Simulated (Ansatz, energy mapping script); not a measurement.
# NiO: J from the energies of magnetic orders, part 2 of 3

Aim: the exchange couplings of NiO from the energies of a few collinear orders, and the ordering temperature that they give.

PBE with U = 6 eV on Ni d, ortho-atomic projectors; plane waves, U on orthogonalised atomic orbitals unless named otherwise, collinear spin, no spin–orbit coupling.

So far. Step 4 (Parallel start in cell A (4 atoms)): The run ends ferromagnetic.

## (5) Compensated +− start in cell A (4 atoms)

This order reverses 8 of the 12 neighbours at 2.95 Å, 0 of the 6 neighbours at 4.17 Å and 16 of the 24 neighbours at 5.11 Å, counted for an average magnetic atom.

input.yaml reads:

```yaml
crystal:
  lattice:
    - [0.0, -2.085901641, -2.085901641]
    - [0.0, 2.085901641, -2.085901641]
    - [4.171803282, 0.0, 0.0]
  atoms:
    - { symbol: Ni, position: [0.5, 0.5, 0.5], spin: 2.0 }
    - { symbol: Ni, position: [0.0, 0.0, 0.0], spin: -2.0 }
    - { symbol: O, position: [0.5, 0.5, 0.0] }
    - { symbol: O, position: [0.0, 0.0, 0.5] }
magnetization:
  spin_polarized: true
kpoints:
  mp_grid: { grid: [9, 9, 6] }
hamiltonian:
  xc: pbe
  hubbard:
    sites:
      - { species: Ni, l: d, u_eff: 6.0 }
      - { site: 0, l: d, u_eff: 6.0, starting_ns: [{ spin: up, occupation_matrix: ni1_major }, { spin: down, occupation_matrix: ni1_minor }] }
      - { site: 1, l: d, u_eff: 6.0, starting_ns: [{ spin: up, occupation_matrix: ni1_minor }, { spin: down, occupation_matrix: ni1_major }] }
    projectors: ortho-atomic
    occupation_matrices:
      ni1_major:
        matrix:
          - [0.998, 0.0, 0.0, 0.0, 0.0]
          - [0.0, 0.999, 0.0, 0.0, 0.0]
          - [0.0, 0.0, 0.999, 0.0, 0.0]
          - [0.0, 0.0, 0.0, 0.998, 0.0]
          - [0.0, 0.0, 0.0, 0.0, 0.999]
      ni1_minor:
        matrix:
          - [0.146, 0.0, 0.0, 0.0, 0.0]
          - [0.0, 0.997, 0.0, 0.0, 0.0]
          - [0.0, 0.0, 0.997, 0.0, 0.0]
          - [0.0, 0.0, 0.0, 0.146, 0.0]
          - [0.0, 0.0, 0.0, 0.0, 0.997]
scf:
  occupations: { method: fermi_dirac, width: 0.05 }
output:
  eigenvalues: true
  write_density: true
  write_potential: true
  elf: true
  volumetric_format: npy
```

The run is started by

```bash
$ ansatz run input.yaml --threads 4 --pin off --max-ram 8192MiB --backend cpu --events-out ev --progress --plain --runs-dir out
```

Numbers of over 12 decimals in the logs are rounded to 6 here.

Output:

```text
[...]
Crystal: 4 atoms, lattice volume = 36.303 Å³
Basis set: ecut = 420 eV, 681 PW (Γ)
Bands: 32, of which v1, the nominal top of the filled ones, is band 24 counted from 1 (23 counted from 0)
Symmetry: 16 space group operations
[...]
k-points: 60 of 486
[...]
Starting moments: Σ|m| = 4 μB on 2 of 4 sites
Starting magnetic order: antiferromagnet; a translation exchanges its spin sublattices: spin-degenerate at every k-point
[...]
SCF iter   1: F=—  HF=-12810.737896 eV  |F-HF|=—  |Δ(HF+E_count)|=         —  Δρ=1.75e-1 (↑1.75e-1 ↓1.75e-1)  dr2=2.43e1  dr2_m=2.38e0  M=0.000 μB ∫|m|=2.453 μB  β_m=0.30  ethr=3.10e-3  ⟨swp⟩=5.2  Hψ=6860  notcnv=0  defer=20
[...]
SCF iter  11: F=-12809.280548 eV  HF=-12809.280548 eV  |F-HF|=6.37e-10  |Δ(HF+E_count)|=   1.98e-7  Δρ=3.15e-6 (↑3.15e-6 ↓3.15e-6)  dr2=1.61e-9  dr2_m=2.88e-9  M=0.000 μB ∫|m|=3.805 μB  ethr=2.08e-10  ⟨swp⟩=8.3  Hψ=7833  notcnv=0
SCF 1 converged in 11 iterations: F = -12809.280548 eV  dr2 = 1.61e-9
[...]
SCF converged after 11 iterations
Magnetization: 0.0000 μB (24.0000 up, 24.0000 down)
Absolute magnetization: 3.8124 μB (∫|ρ↑−ρ↓|, with the PAW one-centre terms)
[...]
Per-site moments (μB) at R_I (Å): [(1.723417, 0.860434), (-1.723417, 0.860434), (-0.070896, 0.860434), (0.070896, 0.860434)]
Free energy (F): -12809.280548 eV
[...]
Internal energy: -12809.280548 eV  (E = F + TS)
E sigma→0 (E₀):  -12809.280548 eV
Fermi energy:    15.052426 eV
[...]
--- Specified on-site occupations, and those of the state reported ---
  electrons in the specified blocks: 16.5520 specified, 16.5388 found
[...]
--- Band table (eV; the first three rows and the last of 120) ---
  k-point 0 ↑: bands = [... 20 lower, 10.8108, 12.2331, 12.2427, 12.2427, 16.1191, 16.2918, 16.3526, 20.7419, ... 4 higher]
  k-point 1 ↑: bands = [... 20 lower, 11.1472, 11.7963, 12.2566, 12.2566, 16.1176, 16.4276, 17.1398, 20.9800, ... 4 higher]
  k-point 2 ↑: bands = [... 20 lower, 11.6648, 11.6648, 12.2329, 12.2329, 16.1147, 16.5562, 18.7982, 21.2337, ... 4 higher]
  k-point 59 ↓: bands = [... 20 lower, 10.8370, 10.9887, 11.0209, 12.0508, 16.6728, 17.2353, 23.0898, 23.6708, ... 4 higher]
Occupation matrices written to <dir>
```

It took 1.6 s on 4 threads of Arm Neoverse V1, shared host; peak memory 0.4 GiB.

Spin moment in the sphere by atom:

```csv
atom,spin moment in the sphere (μB)
Ni1,1.72
Ni2,-1.72
O3,-0.07
O4,0.07
```

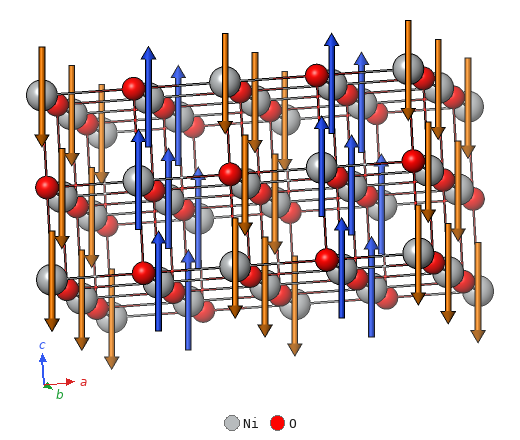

Spin moment in the sphere as arrows, the longest 1.72 μB. Up and down stand for the sign. Arrows give size and sign along the axis of quantisation, drawn up and down the page. The two directions have two colours. 2×2×1 conventional cells are drawn. Some periodic images of atoms are drawn too.

The run ends antiferromagnetic, 10.46 meV a magnetic atom above the parallel order of its cell.

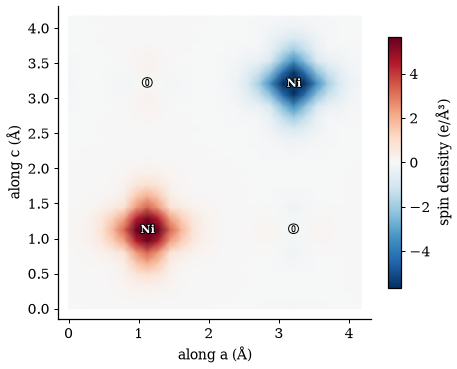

Spin density in the ac plane of the conventional cell at fractional y = 0.000, with atoms of Ni and O within 0.2 Å of it. The map starts off the cell's origin, so that atoms lie inside it.

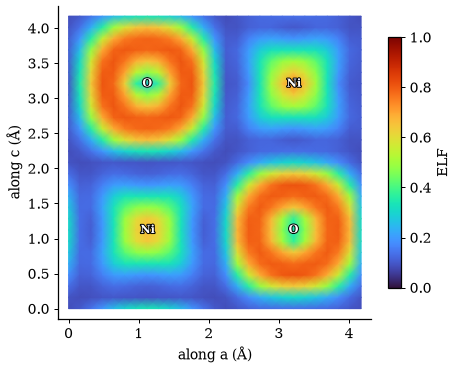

ELF in the ac plane of the conventional cell at fractional y = 0.000, with atoms of Ni and O within 0.2 Å of it. It is the smooth field of the valence electrons, not physical close to the nuclei. The map starts off the cell's origin, so that atoms lie inside it.

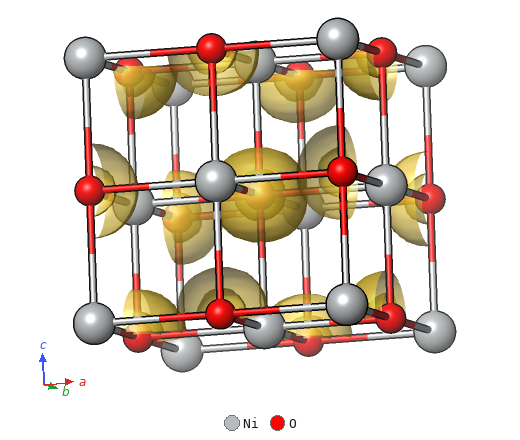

Surface of ELF = 0.73.

## (6) The same order with other settings

The input is changed once more, to see how this run answers a poor choice.

Changes to input.yaml since step 5:

```diff
@@ -12,2 +12,3 @@
   spin_polarized: true
+  spin_orbit: true
 kpoints:
@@ -37,9 +38,7 @@
           - [0.0, 0.0, 0.0, 0.0, 0.997]
+  pseudopotentials: { kind: nc }
 scf:
   occupations: { method: fermi_dirac, width: 0.05 }
+  max_iter: 75
 output:
   eigenvalues: true
-  write_density: true
-  write_potential: true
-  elf: true
-  volumetric_format: npy
```

Output:

```text
Error: 2 input errors — fix all and re-run
  1. inconsistent input (magnetization.spin_orbit, magnetization.noncollinear): true requires noncollinear: true — spin–orbit coupling acts on 2-spinor wavefunctions; set both flags
  2. inconsistent input (magnetization.spin_orbit, hamiltonian.pseudopotentials.kind): true requires a fully-relativistic hamiltonian.pseudopotentials.kind (nc_fr or paw_fr), or kind: all_electron without datasets and azcp, which then solves Dirac's equation on LAPW. paw_fr resolves this project's PAW files (source: ansatz) by j as it reads them
```

It took 0.02 s on 4 threads; peak memory 0.032 GiB.

The input was rejected at the start.

The program's message: “Error: 2 input errors — fix all and re-run”

The change that led to it: magnetization and hamiltonian.pseudopotentials = {"kind": "nc"}.

## (7) Run 3 (parallel; cell B, 4 atoms)

The parallel order again, as the reference for this cell.

This run holds the same structure in another cell (c 4.172 → 5.109 Å, α 90.0 → 73.2°, β 90.0 → 73.2°, γ 90.0 → 60.0°).

input.yaml reads:

```yaml
crystal:
  lattice:
    - [0.0, -2.085901641, -2.085901641]
    - [-2.085901641, 0.0, -2.085901641]
    - [2.085901641, 2.085901641, -4.171803282]
  atoms:
    - { symbol: Ni, position: [0.5, 0.5, 0.5], spin: 2.0 }
    - { symbol: Ni, position: [0.0, 0.0, 0.0], spin: 2.0 }
    - { symbol: O, position: [0.75, 0.75, 0.75] }
    - { symbol: O, position: [0.25, 0.25, 0.25] }
magnetization:
  spin_polarized: true
kpoints:
  mp_grid: { grid: [10, 10, 10] }
hamiltonian:
  xc: pbe
  hubbard:
    sites:
      - { species: Ni, l: d, u_eff: 6.0 }
      - { site: 0, l: d, u_eff: 6.0, starting_ns: [{ spin: up, occupation_matrix: ni1_major }, { spin: down, occupation_matrix: ni1_minor }] }
      - { site: 1, l: d, u_eff: 6.0, starting_ns: [{ spin: up, occupation_matrix: ni1_major }, { spin: down, occupation_matrix: ni1_minor }] }
    projectors: ortho-atomic
    occupation_matrices:
      ni1_major:
        matrix:
          - [0.998, 0.0, 0.0, 0.0, 0.0]
          - [0.0, 0.999, 0.0, 0.0, 0.0]
          - [0.0, 0.0, 0.999, 0.0, 0.0]
          - [0.0, 0.0, 0.0, 0.998, 0.0]
          - [0.0, 0.0, 0.0, 0.0, 0.999]
      ni1_minor:
        matrix:
          - [0.146, 0.0, 0.0, 0.0, 0.0]
          - [0.0, 0.997, 0.0, 0.0, 0.0]
          - [0.0, 0.0, 0.997, 0.0, 0.0]
          - [0.0, 0.0, 0.0, 0.146, 0.0]
          - [0.0, 0.0, 0.0, 0.0, 0.997]
scf:
  occupations: { method: fermi_dirac, width: 0.05 }
output:
  eigenvalues: true
```

Output:

```text
[...]
Crystal: 4 atoms, lattice volume = 36.303 Å³
Basis set: ecut = 420 eV, 683 PW (Γ)
Bands: 32, of which v1, the nominal top of the filled ones, is band 24 counted from 1 (23 counted from 0)
Symmetry: 24 space group operations
[...]
k-points: 116 of 1000
[...]
Starting moments: Σ|m| = 4 μB on 2 of 4 sites
[...]
k-point 1 ↑: bands = [... 20 lower, 10.4878, 11.8621, 12.0904, 12.0904, 13.8539, 13.8539, 16.3273, 20.0929, ... 4 higher]
  k-point 2 ↑: bands = [... 20 lower, 10.4494, 11.4605, 12.2515, 12.2515, 13.7388, 13.7388, 16.8611, 20.0338, ... 4 higher]
  k-point 115 ↓: bands = [... 20 lower, 11.2288, 11.2288, 16.9709, 16.9709, 17.4730, 17.4730, 23.1424, 23.1424, ... 4 higher]
Occupation matrices written to <dir>
[key lines of the parts left out:]
SCF converged after 12 iterations
Magnetization: 4.0000 μB (26.0000 up, 22.0000 down)
Free energy (F): -12809.301392 eV
Fermi energy:    14.927438 eV
```

Wall time 5.9 s (4 threads); peak memory 0.49 GiB; 22 s of CPU time.

The run ends ferromagnetic. For each magnetic atom its energy differs from the parallel run of the first cell by 0.04 meV, an error that one common reference would have brought in.

## (8) Order 4: compensated +−, cell B of 4 atoms

This order reverses 6 of the 12 neighbours at 2.95 Å, 6 of the 6 neighbours at 4.17 Å and 12 of the 24 neighbours at 5.11 Å, counted for an average magnetic atom.

Changes to input.yaml since step 7:

```diff
@@ -7,3 +7,3 @@
     - { symbol: Ni, position: [0.5, 0.5, 0.5], spin: 2.0 }
-    - { symbol: Ni, position: [0.0, 0.0, 0.0], spin: 2.0 }
+    - { symbol: Ni, position: [0.0, 0.0, 0.0], spin: -2.0 }
     - { symbol: O, position: [0.75, 0.75, 0.75] }
@@ -20,3 +20,3 @@
       - { site: 0, l: d, u_eff: 6.0, starting_ns: [{ spin: up, occupation_matrix: ni1_major }, { spin: down, occupation_matrix: ni1_minor }] }
-      - { site: 1, l: d, u_eff: 6.0, starting_ns: [{ spin: up, occupation_matrix: ni1_major }, { spin: down, occupation_matrix: ni1_minor }] }
+      - { site: 1, l: d, u_eff: 6.0, starting_ns: [{ spin: up, occupation_matrix: ni1_minor }, { spin: down, occupation_matrix: ni1_major }] }
     projectors: ortho-atomic
```

Output:

```text
[...]
Crystal: 4 atoms, lattice volume = 36.303 Å³
Basis set: ecut = 420 eV, 683 PW (Γ)
Bands: 32, of which v1, the nominal top of the filled ones, is band 24 counted from 1 (23 counted from 0)
Symmetry: 12 space group operations
[...]
k-points: 116 of 1000
[...]
Starting moments: Σ|m| = 4 μB on 2 of 4 sites
[...]
k-point 1 ↑: bands = [... 20 lower, 11.9599, 11.9628, 12.4921, 12.4921, 16.4822, 17.2316, 17.2316, 20.1884, ... 4 higher]
  k-point 2 ↑: bands = [... 20 lower, 11.7746, 11.7746, 12.7380, 12.7380, 17.0114, 17.1778, 17.1778, 20.1413, ... 4 higher]
  k-point 115 ↓: bands = [... 20 lower, 10.9038, 11.0777, 12.1092, 12.3423, 17.1142, 17.1623, 22.8132, 23.0111, ... 4 higher]
Occupation matrices written to <dir>
[key lines of the parts left out:]
SCF converged after 13 iterations
Magnetization: 0.0000 μB (24.0000 up, 24.0000 down)
Free energy (F): -12809.516713 eV
Fermi energy:    14.757096 eV
```

Run time: 3.1 s. Hardware: 4 threads; peak memory 0.48 GiB.

The run ends antiferromagnetic, 107.66 meV a magnetic atom below the parallel order of its cell.

## (9) Run 5 (parallel; cell C, 6 atoms)

A new cell needs its own zero of energy.

input.yaml reads:

```yaml
crystal:
  lattice:
    - [0.0, 2.085901641, 2.085901641]
    - [-2.085901641, 0.0, -2.085901641]
    - [-4.171803282, -4.171803282, 4.171803282]
  atoms:
    - { symbol: Ni, position: [0.0, 0.0, 0.0], spin: 2.0 }
    - { symbol: Ni, position: [0.333333333, 0.666666667, 0.666666667], spin: 2.0 }
    - { symbol: Ni, position: [0.666666667, 0.333333333, 0.333333333], spin: 2.0 }
    - { symbol: O, position: [0.666666667, 0.333333333, 0.833333333] }
    - { symbol: O, position: [0.0, 0.0, 0.5] }
    - { symbol: O, position: [0.333333333, 0.666666667, 0.166666667] }
magnetization:
  spin_polarized: true
kpoints:
  mp_grid: { grid: [10, 10, 4] }
hamiltonian:
  xc: pbe
  hubbard:
    sites:
      - { species: Ni, l: d, u_eff: 6.0 }
      - { site: 0, l: d, u_eff: 6.0, starting_ns: [{ spin: up, occupation_matrix: ni1_major }, { spin: down, occupation_matrix: ni1_minor }] }
      - { site: 1, l: d, u_eff: 6.0, starting_ns: [{ spin: up, occupation_matrix: ni1_major }, { spin: down, occupation_matrix: ni1_minor }] }
      - { site: 2, l: d, u_eff: 6.0, starting_ns: [{ spin: up, occupation_matrix: ni1_major }, { spin: down, occupation_matrix: ni1_minor }] }
    projectors: ortho-atomic
    occupation_matrices:
      ni1_major:
        matrix:
          - [0.998, 0.0, 0.0, 0.0, 0.0]
          - [0.0, 0.999, 0.0, 0.0, 0.0]
          - [0.0, 0.0, 0.999, 0.0, 0.0]
          - [0.0, 0.0, 0.0, 0.998, 0.0]
          - [0.0, 0.0, 0.0, 0.0, 0.999]
      ni1_minor:
        matrix:
          - [0.146, 0.0, 0.0, 0.0, 0.0]
          - [0.0, 0.997, 0.0, 0.0, 0.0]
          - [0.0, 0.0, 0.997, 0.0, 0.0]
          - [0.0, 0.0, 0.0, 0.146, 0.0]
          - [0.0, 0.0, 0.0, 0.0, 0.997]
scf:
  occupations: { method: fermi_dirac, width: 0.05 }
output:
  eigenvalues: true
```

Output:

```text
[...]
Crystal: 6 atoms, lattice volume = 54.454 Å³
Basis set: ecut = 420 eV, 1057 PW (Γ)
Bands: 47, of which v1, the nominal top of the filled ones, is band 36 counted from 1 (35 counted from 0)
Symmetry: 36 space group operations
[...]
k-points: 50 of 400
[...]
Starting moments: Σ|m| = 6 μB on 3 of 6 sites
[...]
k-point 1 ↑: bands = [... 32 lower, 11.6075, 12.1880, 12.1880, 13.0497, 13.0497, 13.7851, 13.7851, 16.6585, ... 7 higher]
  k-point 2 ↑: bands = [... 32 lower, 10.8910, 12.5760, 12.5760, 12.5760, 12.5760, 13.8936, 13.8936, 17.7870, ... 7 higher]
  k-point 49 ↓: bands = [... 32 lower, 11.4471, 16.7289, 16.9453, 16.9453, 17.2752, 17.5702, 17.5702, 23.2254, ... 7 higher]
Occupation matrices written to <dir>
[key lines of the parts left out:]
SCF converged after 12 iterations
Magnetization: 6.0000 μB (39.0000 up, 33.0000 down)
Free energy (F): -19213.951882 eV
Fermi energy:    14.927798 eV
```

It took 5.8 s on 4 threads; peak memory 0.5 GiB; 22 s of CPU time.

The run ends ferromagnetic. For each magnetic atom its energy differs from the parallel run of the first cell by 0.11 meV, an error that one common reference would have brought in.

## (10) Run 6 (uncompensated ++−; cell C, 6 atoms)

This order reverses 4 of the 12 neighbours at 2.95 Å, 4 of the 6 neighbours at 4.17 Å and 12 of the 24 neighbours at 5.11 Å, counted for an average magnetic atom.

Changes to input.yaml since step 9:

```diff
@@ -8,3 +8,3 @@
     - { symbol: Ni, position: [0.333333333, 0.666666667, 0.666666667], spin: 2.0 }
-    - { symbol: Ni, position: [0.666666667, 0.333333333, 0.333333333], spin: 2.0 }
+    - { symbol: Ni, position: [0.666666667, 0.333333333, 0.333333333], spin: -2.0 }
     - { symbol: O, position: [0.666666667, 0.333333333, 0.833333333] }
@@ -23,3 +23,3 @@
       - { site: 1, l: d, u_eff: 6.0, starting_ns: [{ spin: up, occupation_matrix: ni1_major }, { spin: down, occupation_matrix: ni1_minor }] }
-      - { site: 2, l: d, u_eff: 6.0, starting_ns: [{ spin: up, occupation_matrix: ni1_major }, { spin: down, occupation_matrix: ni1_minor }] }
+      - { site: 2, l: d, u_eff: 6.0, starting_ns: [{ spin: up, occupation_matrix: ni1_minor }, { spin: down, occupation_matrix: ni1_major }] }
     projectors: ortho-atomic
```

Output:

```text
[...]
Crystal: 6 atoms, lattice volume = 54.454 Å³
Basis set: ecut = 420 eV, 1057 PW (Γ)
Bands: 47, of which v1, the nominal top of the filled ones, is band 36 counted from 1 (35 counted from 0)
Symmetry: 12 space group operations
[...]
k-points: 50 of 400
[...]
Starting moments: Σ|m| = 6 μB on 3 of 6 sites
[...]
k-point 1 ↑: bands = [... 32 lower, 11.7211, 12.4043, 12.4043, 13.4210, 13.4210, 16.7563, 17.1432, 17.1432, ... 7 higher]
  k-point 2 ↑: bands = [... 32 lower, 11.6259, 12.6529, 12.6529, 13.2681, 13.2681, 17.1556, 17.1556, 17.8219, ... 7 higher]
  k-point 49 ↓: bands = [... 32 lower, 11.2228, 12.1119, 12.1564, 16.8490, 17.0806, 17.1043, 17.4862, 22.9966, ... 7 higher]
Occupation matrices written to <dir>
[key lines of the parts left out:]
SCF converged after 13 iterations
Magnetization: 2.0000 μB (37.0000 up, 35.0000 down)
Free energy (F): -19214.176881 eV
Fermi energy:    14.870585 eV
```

It took 5.4 s on 4 threads; peak memory 0.51 GiB; 21 s of CPU time.

The run ends ferrimagnetic, 75.00 meV a magnetic atom below the parallel order of its cell.

## (11) Parallel start in cell D (6 atoms)

The parallel order again, as the reference for this cell.

This run holds the same structure in another cell (c 7.226 → 6.596 Å, α 90.0 → 102.9°, β 90.0 → 102.9°, γ 120.0 → 90.0°).

input.yaml reads:

```yaml
crystal:
  lattice:
    - [0.0, 2.085901641, 2.085901641]
    - [0.0, 2.085901641, -2.085901641]
    - [-6.257704923, -2.085901641, 0.0]
  atoms:
    - { symbol: Ni, position: [0.0, 0.0, 0.0], spin: 2.0 }
    - { symbol: Ni, position: [0.333333333, 0.333333333, 0.666666667], spin: 2.0 }
    - { symbol: Ni, position: [0.666666667, 0.666666667, 0.333333333], spin: 2.0 }
    - { symbol: O, position: [0.833333333, 0.833333333, 0.666666667] }
    - { symbol: O, position: [0.166666667, 0.166666667, 0.333333333] }
    - { symbol: O, position: [0.5, 0.5, 0.0] }
magnetization:
  spin_polarized: true
kpoints:
  mp_grid: { grid: [9, 9, 9] }
hamiltonian:
  xc: pbe
  hubbard:
    sites:
      - { species: Ni, l: d, u_eff: 6.0 }
      - { site: 0, l: d, u_eff: 6.0, starting_ns: [{ spin: up, occupation_matrix: ni1_major }, { spin: down, occupation_matrix: ni1_minor }] }
      - { site: 1, l: d, u_eff: 6.0, starting_ns: [{ spin: up, occupation_matrix: ni1_major }, { spin: down, occupation_matrix: ni1_minor }] }
      - { site: 2, l: d, u_eff: 6.0, starting_ns: [{ spin: up, occupation_matrix: ni1_major }, { spin: down, occupation_matrix: ni1_minor }] }
    projectors: ortho-atomic
    occupation_matrices:
      ni1_major:
        matrix:
          - [0.998, 0.0, 0.0, 0.0, 0.0]
          - [0.0, 0.999, 0.0, 0.0, 0.0]
          - [0.0, 0.0, 0.999, 0.0, 0.0]
          - [0.0, 0.0, 0.0, 0.998, 0.0]
          - [0.0, 0.0, 0.0, 0.0, 0.999]
      ni1_minor:
        matrix:
          - [0.146, 0.0, 0.0, 0.0, 0.0]
          - [0.0, 0.997, 0.0, 0.0, 0.0]
          - [0.0, 0.0, 0.997, 0.0, 0.0]
          - [0.0, 0.0, 0.0, 0.146, 0.0]
          - [0.0, 0.0, 0.0, 0.0, 0.997]
scf:
  occupations: { method: fermi_dirac, width: 0.05 }
output:
  eigenvalues: true
```

Output:

```text
[...]
Crystal: 6 atoms, lattice volume = 54.454 Å³
Basis set: ecut = 420 eV, 1049 PW (Γ)
Bands: 47, of which v1, the nominal top of the filled ones, is band 36 counted from 1 (35 counted from 0)
Symmetry: 48 space group operations
[...]
k-points: 75 of 729
[...]
Starting moments: Σ|m| = 6 μB on 3 of 6 sites
[...]
k-point 1 ↑: bands = [... 32 lower, 11.1739, 11.1739, 11.5859, 11.5859, 11.9843, 12.0346, 12.0346, 16.2749, ... 7 higher]
  k-point 2 ↑: bands = [... 32 lower, 10.9560, 11.1126, 11.7493, 11.7493, 11.8650, 12.0362, 12.0362, 16.7111, ... 7 higher]
  k-point 74 ↓: bands = [... 32 lower, 11.1913, 16.3199, 16.7071, 16.7071, 16.7746, 17.1013, 17.1013, 21.1460, ... 7 higher]
Occupation matrices written to <dir>
[key lines of the parts left out:]
SCF converged after 11 iterations
Magnetization: 6.0000 μB (39.0000 up, 33.0000 down)
Free energy (F): -19213.952279 eV
Fermi energy:    14.919151 eV
```

The job ended after 7.4 s (4 threads; peak memory 0.58 GiB; 26 s of CPU time).

The run ends ferromagnetic. For each magnetic atom its energy differs from the parallel run of the first cell by -0.03 meV, an error that one common reference would have brought in.

(Continued in part 3 of 3.)

[Logs and program files are shortened in this print: banners, set-up blocks, solver, clock and traceback lines can be left out without a mark of their own.]

[Logs are printed without paths, hosts, clocks, repeated set-up lines and the standing remarks that a program may print on its own settings, such as how far it seeks lower states.]

[Hosts, paths, dates, database ids (printed as entryN), source tags and the programs' standing remarks are cut or masked in the printed files.]

[Where a cell is said to come from a database of computed structures, the database is the Materials Project.]
